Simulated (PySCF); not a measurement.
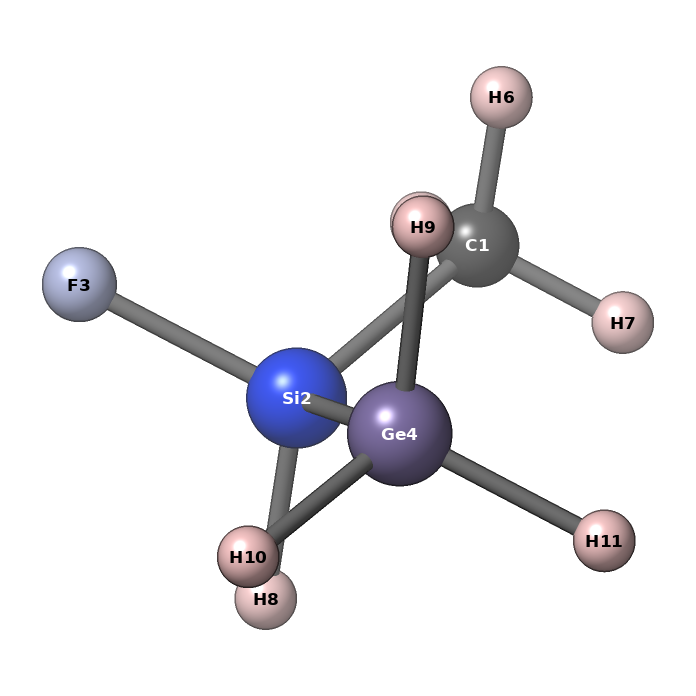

Si2 lies behind Ge4. The molecule seen a little off the Ge4–Si2 bond, Ge4 in front. Atoms fade into the background with distance from the viewer. The geometry was computed by an optimisation with PBE0-D3(BJ)/def2-SVP. No frequency run is at hand to confirm it as a minimum.

> What is the torsion angle H9–Ge4–Si2–F3? The sign is positive where the front bond must turn clockwise to cover the back bond.

−61°, synclinal (gauche). The bonds about Ge4–Si2 are staggered.
